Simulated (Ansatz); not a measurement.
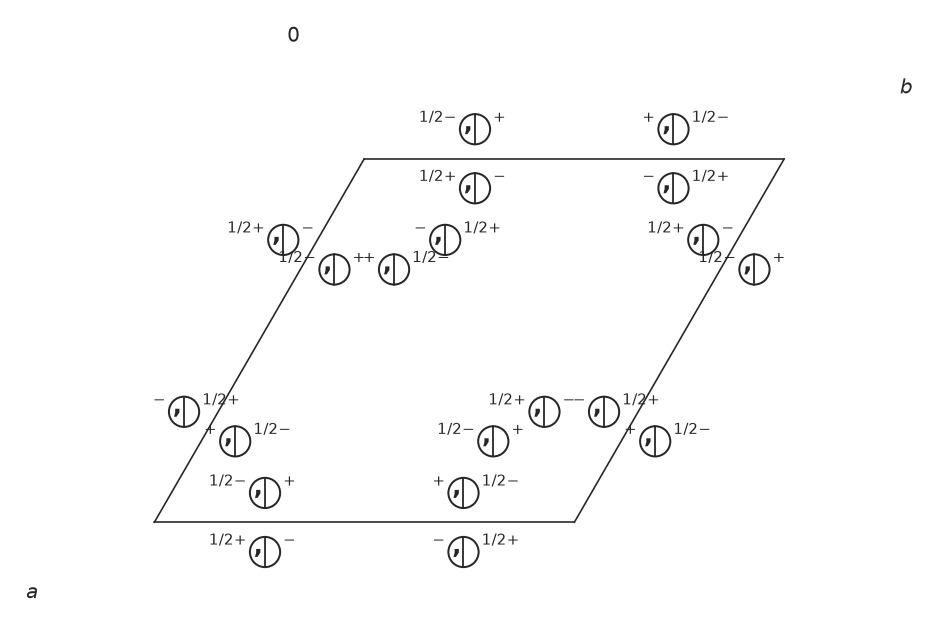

General positions of a space group, projected down c, computed from the operations of a computed or model structure of composition CsB3, which need not be its known form.

A circle is a general position, a comma marks the mirror image, + and − with a fraction give the height (along the projection axis: ½+ is ½ plus the coordinate, − is its negative), and a split circle stands for two positions above each other.

### Identify the space group.

P6_3/mmc (No. 194); primitive hexagonal, point group 6/mmm, 24 general positions a cell.

### Write the general positions (in any order).

x, y, z
−x, −y, −z
x−y, x, z+1/2
−x+y, −x, −z+1/2
−y, x−y, z
y, −x+y, −z
−x, −y, z+1/2
x, y, −z+1/2
−x+y, −x, z
x−y, x, −z
y, −x+y, z+1/2
−y, x−y, −z+1/2
−y, −x, −z+1/2
y, x, z+1/2
−x, −x+y, −z
x, x−y, z
−x+y, y, −z+1/2
x−y, −y, z+1/2
y, x, −z
−y, −x, z
x, x−y, −z+1/2
−x, −x+y, z+1/2
x−y, −y, −z
−x+y, y, z
